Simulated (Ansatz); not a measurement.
## Electronic structure of GaH3···HBr in real space

Input file:

```
crystal:
  periodic: [false, false, false]
  atoms:
    - { symbol: Ga, position_ang: [-0.6096, 0.1672, -0.5066] }
    - { symbol: Br, position_ang: [0.1029, -1.2391, 1.8344] }
    - { symbol: H, position_ang: [-0.7405, -0.7547, -1.7457] }
    - { symbol: H, position_ang: [-1.3686, 1.4672, -0.1376] }
    - { symbol: H, position_ang: [1.2632, -0.0977, 0.6777] }
    - { symbol: H, position_ang: [1.3526, 0.4573, -0.1221] }
basis:
  gaussian: { orbitals: def2-SVPD }
hamiltonian:
  xc: pbe
  dispersion: d4
relax:
  f_tol: 0.15
  max_steps: 25
  restrain:
    - { distance: [0, 5], at: 1.53, k: 30.0 }
    - { distance: [4, 1], at: 1.51, k: 30.0 }
    - { distance: [0, 1], at: 3.72, k: 30.0 }
    - { distance: [4, 5], at: 1.92, k: 30.0 }
output:
  orbitals: {}
```

Command:

```sh
ansatz run input.yaml --threads 2 --pin off --max-ram 3072MiB --backend cpu --events-out ev --progress --plain --runs-dir out
```

The fields are those of the run's last geometry, not of the input's.

Not at a stationary point (largest force 0.7 eV/Å).

These are results of RKS PBE-D4/def2-SVPD in Ansatz 0.2.0, not measurements.

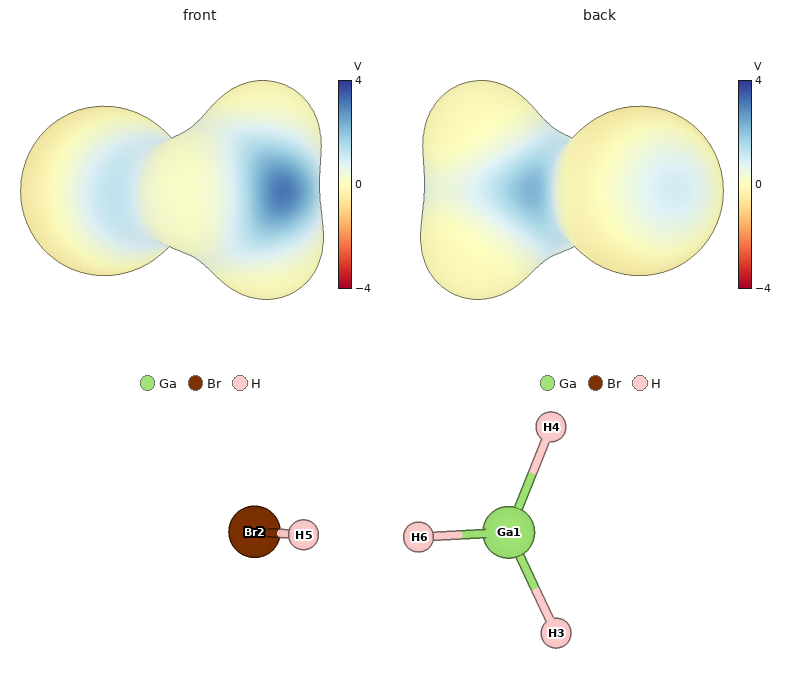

Figure 1. The electrostatic potential painted on the density surface at 0.002 e/bohr³, seen from the front and from behind; the colour scale runs from red (negative) to blue (positive). The bare structure is drawn below in the same view.

**Where is the surface potential most negative and most positive?**

The most negative region (about −0.4 V) lies over Br2, the most positive (about +2.9 V) over Ga1. Br2 shows a σ-hole: about +1.0 V at the tip opposite its bond, against about −0.3 V on its flanks.

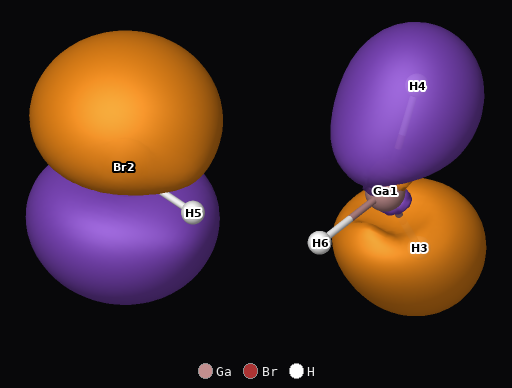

Figure 2. The HOMO at ±0.08 Å⁻³ᐟ² (orange and purple are the two phases), seen at a tilt.

**Where does this orbital lie, and at what energy?**

Its weight (Hirshfeld) is mainly on Br2 (about 70 %), Ga1 (about 10 %), H3 (about 10 %) and H4 (about 10 %); largely a lone pair of Br2. Its energy is −7.44 eV.

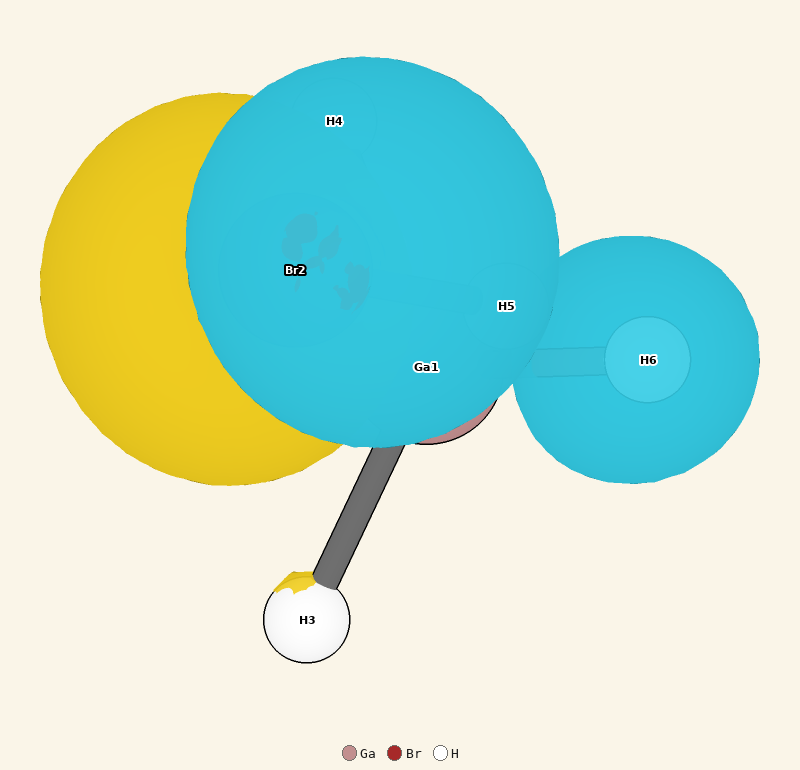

Figure 3. The HOMO−1 at ±0.15 Å⁻³ᐟ² (yellow and cyan are the two phases), seen at an oblique angle.

**Where does this orbital lie, and at what energy?**

Its weight (Hirshfeld) is mainly on Br2 (about 75 %), Ga1 (about 10 %) and H6 (about 10 %); largely a lone pair of Br2. Its energy is −7.54 eV.
